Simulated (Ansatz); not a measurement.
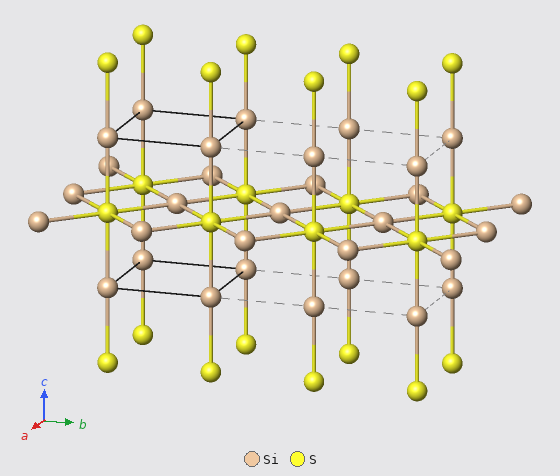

Si₂S (space group P4/mmm, No. 123). Coordinates: the end point of a relaxation with Ansatz 0.2.0, DFT PBE, scalar-relativistic, plane waves, PAW; the starting structure was generated, so it need not be a known form of this composition.

Bonds are taken as S–Si below 2.8 Å. Atoms with one bond or none are removed and atoms with two bonds are replaced by edges, until no such atom is left.

> What kind of net remains, and which atoms are its nodes?

A binodal (4,6)-connected, three-periodic net: Si(1d) is a 4-connected node; S is a 6-connected node, in the ratio 1:1. Si(1a) becomes part of the edges.

> Is the net interpenetrated?

It is a single net, without interpenetration.

> How many nodes does the smallest cycle have?

Four.

> Give the first four terms of the coordination sequence (nodes one, two, three … edges away).

Si(1d): 4, 16, 38, 66; S: 6, 18, 38, 66.
